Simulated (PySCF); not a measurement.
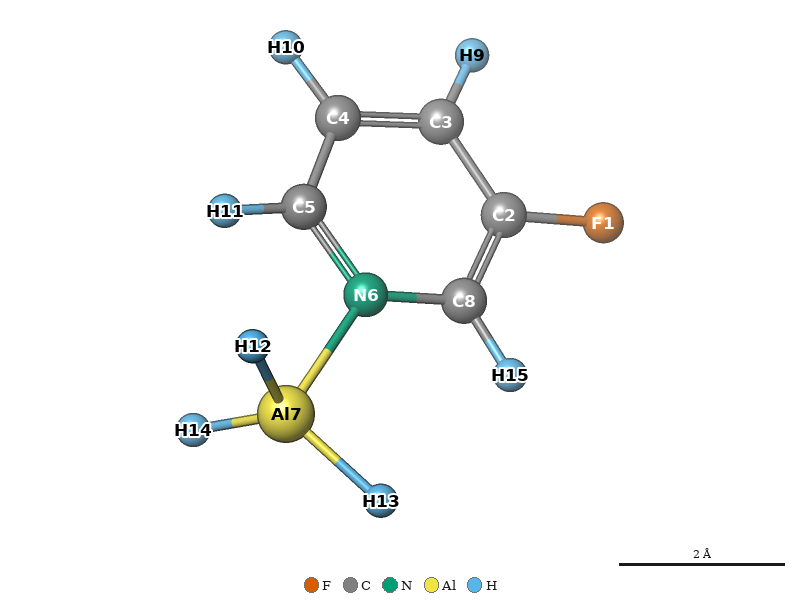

Orthographic view. Distant atoms are faded towards the background colour. The geometry was computed by an optimisation with GFN2-xTB. No frequency run is at hand to confirm it as a minimum.

Write the connection table.

F1: C2
C2: F1, C3, C8
C3: C2, C4, H9
C4: C3, C5, H10
C5: C4, N6, H11
N6: C5, Al7, C8
Al7: N6, H12, H13, H14
C8: C2, N6, H15
(terminal hydrogens appear only as neighbours)
